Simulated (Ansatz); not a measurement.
**Geometry relaxation of CH2BBrO (part 1 of 2)**

CH2BBrO, computed with RKS B3LYP-D4/def2-SVP (Ansatz 0.2.0).

It belongs to a series of runs on one base structure; here: end point A relaxed. Figures and captions count atoms from 1; the log counts them from 0 in places.

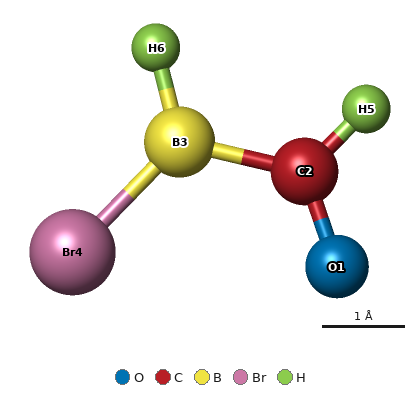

Figure 1. The structure as given in the input (ball-and-stick view, seen at a tilt; atoms are numbered from 1 in the order of the input). Bond lengths as drawn: B–Br 1.90 Å, B–C 1.59 Å, B–H 1.20 Å, C–H 1.09 Å and C–O 1.25 Å.

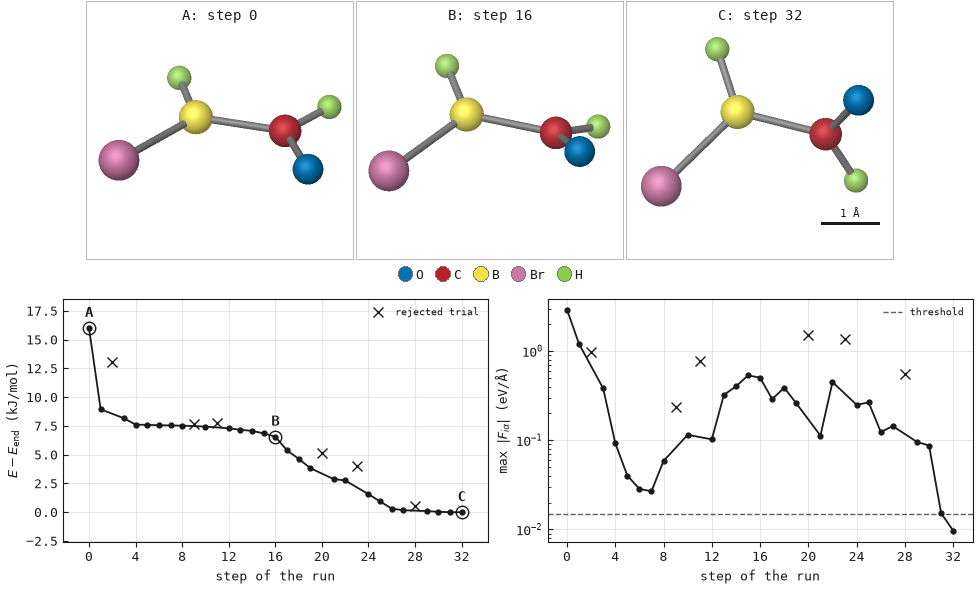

Figure 2. Frames of the relaxation (ball-and-stick view, seen at a tilt) above the curves, on which the letters mark them (the first geometry is step 0 here and step 1 in the log).

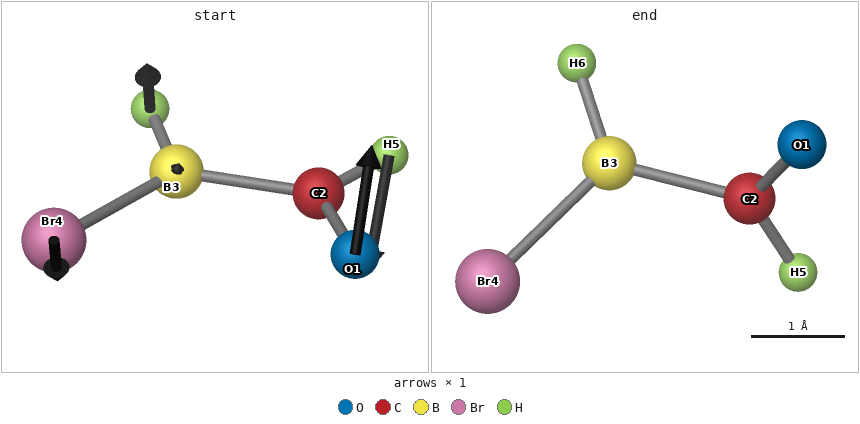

Figure 3. Before (left) and after (right) the relaxation, at one scale (ball-and-stick view, seen at a tilt). The black arrows give the displacements, at true length. Over 32 geometry steps the energy falls by 16.0 kJ/mol. The largest force component goes from 2.9 to 0.0097 eV/Å. The line search rejected the trial steps at points 2, 9, 11, 20, 23, 28 (counted from 0) and went back. The largest move after the best rigid fit is that of H5, 1.29 Å. By element the largest moves are H 1.29 Å, O 1.21 Å, Br 0.73 Å, B 0.11 Å, C 0.07 Å. Distances before and after: C2–H5 1.086 → 1.124 Å, O1–C2 1.247 → 1.217 Å, B3–Br4 1.899 → 1.906 Å, B3–H6 1.204 → 1.199 Å. Among the angles that change: O1–C2–B3 122.2° → 115.5°, C2–B3–H6 117.6° → 122.8°, O1–C2–H5 116.6° → 120.8°. (Atoms are counted from 1 in the order of the input.)

These pictures come from the run below.

Input:
```yaml
crystal:
  periodic: [false, false, false]
  atoms:
    - { symbol: O, position_ang: [0.6591, -1.5063, -0.711] }
    - { symbol: C, position_ang: [0.7524, -0.3761, -0.192] }
    - { symbol: B, position_ang: [-0.5209, 0.4725, 0.2214] }
    - { symbol: Br, position_ang: [-2.2718, -0.1971, -0.0818] }
    - { symbol: H, position_ang: [1.7563, 0.0041, -0.0307] }
    - { symbol: H, position_ang: [-0.333, 1.5389, 0.7479] }
basis:
  gaussian: { orbitals: def2-SVP }
hamiltonian:
  xc: b3lyp
  dispersion: d4
relax:
  f_tol: 0.015
  max_steps: 40
```

Launched with:
```bash
ansatz run input.yaml --threads 1 --pin off --max-ram 2048MiB --backend cpu --events-out ev --progress --plain --runs-dir out
```

Log:
```
The last accepted step is kept in [file] (removed where the run ends without a failure and the disk answers)
Engine: ansatz 0.2.0, aarch64-unknown-linux-gnu
Functional definition: B3LYP
  parameter a0 = 0.2
  parameter ax = 0.72
  parameter ac = 0.81
  exchange = (1 - a0 - ax)*slater_x + ax*b88_x + a0*exact_x
  correlation = (1 - ac)*vwn_rpa_c + ac*lyp_c
907 factors; integrals over basis functions are off by at most 3.2e-4 eV
mean field evaluation 1: about -73824.9437 eV, gradient 3.8e1 eV
mean field evaluation 2: about -73818.2168 eV, gradient 7.0e1 eV
mean field evaluation 4: about -73828.2396 eV, gradient 5.0e0 eV
mean field evaluation 8: about -73828.3177 eV, gradient 7.4e-2 eV
mean field evaluation 16: about -73828.3178 eV, gradient 7.9e-5 eV
mean field -73828.31775445 eV, -2713.1406348450 hartree, gradient 7.9e-5 eV, S^2 0.000000; 0 other end points of the search recorded, 0 dependent functions left out
the calculation of the forces begins
reference -73828.31795734 eV, -2713.1406423009 hartree; 28, 28 occupied and 56, 56 virtual orbitals, 907 factors
relax step   1: F+E_penalty+E_count = -73828.50618016 eV  Δ(F+E_penalty+E_count) = +0.000e0 eV  max|allowed force component| = 2.921e0 eV/Å  Δτ_max = 0.0000 Å  (27 SCF iters, accepted)
these checks for a lower state are left out or cut short: starts, cluster_reference, orbital_swaps, neighbouring_geometries, increment
907 factors; integrals over basis functions are off by at most 3.5e-4 eV
mean field -73828.39071185 eV, -2713.1433159799 hartree, gradient 1.9e-5 eV, S^2 0.000000; 0 other end points of the search recorded, 0 dependent functions left out
[... from here on the field's lines of each further geometry are left out, up to the last ...]
relax step   2: F+E_penalty+E_count = -73828.57945203 eV  Δ(F+E_penalty+E_count) = -7.327e-2 eV  max|allowed force component| = 1.203e0 eV/Å  Δτ_max = 0.0514 Å  (31 SCF iters, accepted)
relax step   3: F+E_penalty+E_count = -73828.53710905 eV  Δ(F+E_penalty+E_count) = +4.234e-2 eV  max|allowed force component| = 9.711e-1 eV/Å  Δτ_max = 0.0792 Å  (31 SCF iters, rejected (line search))
relax step   4: F+E_penalty+E_count = -73828.58752982 eV  Δ(F+E_penalty+E_count) = -8.078e-3 eV  max|allowed force component| = 3.817e-1 eV/Å  Δτ_max = 0.0301 Å  (32 SCF iters, accepted)
relax step   5: F+E_penalty+E_count = -73828.59318092 eV  Δ(F+E_penalty+E_count) = -5.651e-3 eV  max|allowed force component| = 9.293e-2 eV/Å  Δτ_max = 0.0213 Å  (33 SCF iters, accepted)
relax step   6: F+E_penalty+E_count = -73828.59348532 eV  Δ(F+E_penalty+E_count) = -3.044e-4 eV  max|allowed force component| = 4.022e-2 eV/Å  Δτ_max = 0.0170 Å  (34 SCF iters, accepted)
relax step   7: F+E_penalty+E_count = -73828.59381630 eV  Δ(F+E_penalty+E_count) = -3.310e-4 eV  max|allowed force component| = 2.851e-2 eV/Å  Δτ_max = 0.0348 Å  (32 SCF iters, accepted)
relax step   8: F+E_penalty+E_count = -73828.59400773 eV  Δ(F+E_penalty+E_count) = -1.914e-4 eV  max|allowed force component| = 2.684e-2 eV/Å  Δτ_max = 0.0150 Å  (33 SCF iters, accepted)
relax step   9: F+E_penalty+E_count = -73828.59416826 eV  Δ(F+E_penalty+E_count) = -1.605e-4 eV  max|allowed force component| = 5.851e-2 eV/Å  Δτ_max = 0.0198 Å  (32 SCF iters, accepted)
relax step  10: F+E_penalty+E_count = -73828.59252141 eV  Δ(F+E_penalty+E_count) = +1.647e-3 eV  max|allowed force component| = 2.346e-1 eV/Å  Δτ_max = 0.1042 Å  (33 SCF iters, rejected (line search))
relax step  11: F+E_penalty+E_count = -73828.59501123 eV  Δ(F+E_penalty+E_count) = -8.430e-4 eV  max|allowed force component| = 1.152e-1 eV/Å  Δτ_max = 0.0521 Å  (33 SCF iters, accepted)
relax step  12: F+E_penalty+E_count = -73828.59143536 eV  Δ(F+E_penalty+E_count) = +3.576e-3 eV  max|allowed force component| = 7.718e-1 eV/Å  Δτ_max = 0.0983 Å  (33 SCF iters, rejected (line search))
relax step  13: F+E_penalty+E_count = -73828.59656722 eV  Δ(F+E_penalty+E_count) = -1.556e-3 eV  max|allowed force component| = 1.024e-1 eV/Å  Δτ_max = 0.0492 Å  (32 SCF iters, accepted)
relax step  14: F+E_penalty+E_count = -73828.59792464 eV  Δ(F+E_penalty+E_count) = -1.357e-3 eV  max|allowed force component| = 3.224e-1 eV/Å  Δτ_max = 0.0491 Å  (32 SCF iters, accepted)
relax step  15: F+E_penalty+E_count = -73828.59890418 eV  Δ(F+E_penalty+E_count) = -9.795e-4 eV  max|allowed force component| = 4.018e-1 eV/Å  Δτ_max = 0.0360 Å  (32 SCF iters, accepted)
relax step  16: F+E_penalty+E_count = -73828.60108668 eV  Δ(F+E_penalty+E_count) = -2.182e-3 eV  max|allowed force component| = 5.330e-1 eV/Å  Δτ_max = 0.0607 Å  (31 SCF iters, accepted)
relax step  17: F+E_penalty+E_count = -73828.60412428 eV  Δ(F+E_penalty+E_count) = -3.038e-3 eV  max|allowed force component| = 5.048e-1 eV/Å  Δτ_max = 0.0590 Å  (32 SCF iters, accepted)
relax step  18: F+E_penalty+E_count = -73828.61644050 eV  Δ(F+E_penalty+E_count) = -1.232e-2 eV  max|allowed force component| = 2.889e-1 eV/Å  Δτ_max = 0.2000 Å  (36 SCF iters, accepted)
relax step  19: F+E_penalty+E_count = -73828.62397134 eV  Δ(F+E_penalty+E_count) = -7.531e-3 eV  max|allowed force component| = 3.890e-1 eV/Å  Δτ_max = 0.1018 Å  (30 SCF iters, accepted)
relax step  20: F+E_penalty+E_count = -73828.63247504 eV  Δ(F+E_penalty+E_count) = -8.504e-3 eV  max|allowed force component| = 2.597e-1 eV/Å  Δτ_max = 0.0784 Å  (30 SCF iters, accepted)
relax step  21: F+E_penalty+E_count = -73828.61909943 eV  Δ(F+E_penalty+E_count) = +1.338e-2 eV  max|allowed force component| = 1.511e0 eV/Å  Δτ_max = 0.1947 Å  (36 SCF iters, rejected (line search))
relax step  22: F+E_penalty+E_count = -73828.64226237 eV  Δ(F+E_penalty+E_count) = -9.787e-3 eV  max|allowed force component| = 1.128e-1 eV/Å  Δτ_max = 0.0973 Å  (31 SCF iters, accepted)
relax step  23: F+E_penalty+E_count = -73828.64358208 eV  Δ(F+E_penalty+E_count) = -1.320e-3 eV  max|allowed force component| = 4.487e-1 eV/Å  Δτ_max = 0.0984 Å  (30 SCF iters, accepted)
relax step  24: F+E_penalty+E_count = -73828.63083184 eV  Δ(F+E_penalty+E_count) = +1.275e-2 eV  max|allowed force component| = 1.377e0 eV/Å  Δτ_max = 0.1455 Å  (36 SCF iters, rejected (line search))
relax step  25: F+E_penalty+E_count = -73828.65592906 eV  Δ(F+E_penalty+E_count) = -1.235e-2 eV  max|allowed force component| = 2.500e-1 eV/Å  Δτ_max = 0.0728 Å  (30 SCF iters, accepted)
relax step  26: F+E_penalty+E_count = -73828.66251652 eV  Δ(F+E_penalty+E_count) = -6.587e-3 eV  max|allowed force component| = 2.657e-1 eV/Å  Δτ_max = 0.0750 Å  (30 SCF iters, accepted)
relax step  27: F+E_penalty+E_count = -73828.66897361 eV  Δ(F+E_penalty+E_count) = -6.457e-3 eV  max|allowed force component| = 1.239e-1 eV/Å  Δτ_max = 0.0915 Å  (31 SCF iters, accepted)
relax step  28: F+E_penalty+E_count = -73828.67037683 eV  Δ(F+E_penalty+E_count) = -1.403e-3 eV  max|allowed force component| = 1.442e-1 eV/Å  Δτ_max = 0.0561 Å  (31 SCF iters, accepted)
relax step  29: F+E_penalty+E_count = -73828.66654567 eV  Δ(F+E_penalty+E_count) = +3.831e-3 eV  max|allowed force component| = 5.560e-1 eV/Å  Δτ_max = 0.0800 Å  (31 SCF iters, rejected (line search))
relax step  30: F+E_penalty+E_count = -73828.67111576 eV  Δ(F+E_penalty+E_count) = -7.389e-4 eV  max|allowed force component| = 9.580e-2 eV/Å  Δτ_max = 0.0266 Å  (32 SCF iters, accepted)
relax step  31: F+E_penalty+E_count = -73828.67182683 eV  Δ(F+E_penalty+E_count) = -7.111e-4 eV  max|allowed force component| = 8.732e-2 eV/Å  Δτ_max = 0.0550 Å  (31 SCF iters, accepted)
relax step  32: F+E_penalty+E_count = -73828.67216921 eV  Δ(F+E_penalty+E_count) = -3.424e-4 eV  max|allowed force component| = 1.527e-2 eV/Å  Δτ_max = 0.0175 Å  (31 SCF iters, accepted)
the calculation of the forces begins
reference -73828.48939773 eV, -2713.1469426193 hartree; 28, 28 occupied and 56, 56 virtual orbitals, 907 factors
relax step  33: F+E_penalty+E_count = -73828.67219153 eV  Δ(F+E_penalty+E_count) = -2.232e-5 eV  max|allowed force component| = 9.702e-3 eV/Å  Δτ_max = 0.0055 Å  (25 SCF iters, accepted)
907 factors; integrals over basis functions are off by at most 6.2e-4 eV
mean field evaluation 256: about -73828.4892 eV, gradient 2.4e-3 eV
mean field -73828.48919322 eV, -2713.1469351036 hartree, gradient 1.5e-5 eV, S^2 0.000000; 1 other end points of the search recorded, 0 dependent functions left out
the calculation of the forces begins
reference -73828.48939773 eV, -2713.1469426193 hartree; 28, 28 occupied and 56, 56 virtual orbitals, 907 factors
Total energy: -73828.67239604 eV, -2713.1536676831 hartree
Atom 0 at     1.050507    -1.396400     0.315304 Å, force     0.007196    -0.002287    -0.002920 eV/Å
Atom 1 at     0.763733    -0.355853    -0.245851 Å, force    -0.005198    -0.000285    -0.001514 eV/Å
Atom 2 at    -0.498820     0.402723     0.329398 Å, force    -0.009702     0.004597    -0.004123 eV/Å
Atom 3 at    -2.089466     0.407358    -0.719988 Å, force     0.008141     0.000235     0.004824 eV/Å
Atom 4 at     1.337250    -0.011849    -1.149759 Å, force     0.000757    -0.003031     0.003290 eV/Å
Atom 5 at    -0.521104     0.890021     1.424695 Å, force    -0.001194     0.000771     0.000444 eV/Å
Dipole moment:    -0.055253     0.373610    -0.154526 e Å
```

Trajectory as extended XYZ (Å, eV, eV/Å), 33 frames, from step=1 to step=33:
```
6
Properties=species:S:1:pos:R:3:forces:R:3 step=1 energy=-73828.50618
O     0.6591   -1.5063   -0.7110    0.0798   1.8602   0.8601
C     0.7524   -0.3761   -0.1920   -0.8913  -2.9207  -1.3690
B    -0.5209    0.4725    0.2214    0.0125   0.2626   0.1897
Br   -2.2718   -0.1971   -0.0818    0.2158   0.1316   0.0442
H     1.7563    0.0041   -0.0307    0.8978   0.6352   0.2827
H    -0.3330    1.5389    0.7479   -0.3146   0.0311  -0.0078
6
Properties=species:S:1:pos:R:3:forces:R:3 step=2 energy=-73828.57945
O     0.6548   -1.5111   -0.7122   -0.0445   0.6989   0.2662
C     0.7538   -0.3985   -0.2094   -0.1612  -1.2027  -0.3713
B    -0.5062    0.4729    0.2357   -0.0766   0.2796   0.0034
Br   -2.2517   -0.1825   -0.0785   -0.0271  -0.0172   0.0127
H     1.7730    0.0000   -0.0324    0.3294   0.3309   0.0899
H    -0.3816    1.5552    0.7507   -0.0201  -0.0895  -0.0010
6
Properties=species:S:1:pos:R:3:forces:R:3 step=3 energy=-73828.53711 accepted=F
O     0.6518   -1.5096   -0.7211   -0.0777  -0.3448   0.2550
C     0.7562   -0.4483   -0.1478    0.3233   0.7542  -0.9711
B    -0.5032    0.4782    0.2308   -0.0273  -0.1703   0.5577
Br   -2.2492   -0.1671   -0.0923   -0.0899  -0.0231  -0.0841
H     1.7847    0.0299   -0.0784   -0.2216  -0.2093   0.3917
H    -0.3982    1.5529    0.7627    0.0932  -0.0067  -0.1492
6
Properties=species:S:1:pos:R:3:forces:R:3 step=4 energy=-73828.58753
O     0.6277   -1.5077   -0.7248    0.2704   0.1833   0.0766
C     0.7588   -0.4151   -0.2095   -0.3817  -0.0916  -0.0204
B    -0.5025    0.4820    0.2302    0.0062  -0.1388  -0.0645
Br   -2.2439   -0.1978   -0.0739   -0.0038   0.0597   0.0261
H     1.7747    0.0191   -0.0106    0.1364  -0.1265  -0.0695
H    -0.3727    1.5555    0.7424   -0.0275   0.1139   0.0517
6
Properties=species:S:1:pos:R:3:forces:R:3 step=5 energy=-73828.59318
O     0.6479   -1.5109   -0.7187    0.0431   0.0239   0.0117
C     0.7569   -0.4156   -0.2083   -0.0929  -0.0580  -0.0270
B    -0.5054    0.4773    0.2308   -0.0096   0.0099   0.0048
Br   -2.2528   -0.1821   -0.0738   -0.0144   0.0011   0.0002
H     1.7784    0.0131   -0.0243    0.0604   0.0176   0.0072
H    -0.3828    1.5542    0.7481    0.0135   0.0055   0.0031
6
Properties=species:S:1:pos:R:3:forces:R:3 step=6 energy=-73828.59349
O     0.6563   -1.5199   -0.7073    0.0118   0.0402   0.0190
C     0.7554   -0.4175   -0.2104   -0.0155  -0.0390  -0.0151
B    -0.5066    0.4736    0.2310   -0.0324   0.0103   0.0043
Br   -2.2584   -0.1711   -0.0806   -0.0043  -0.0081  -0.0052
H     1.7747    0.0249   -0.0359    0.0253  -0.0062  -0.0062
H    -0.3793    1.5460    0.7570    0.0151   0.0028   0.0032
```
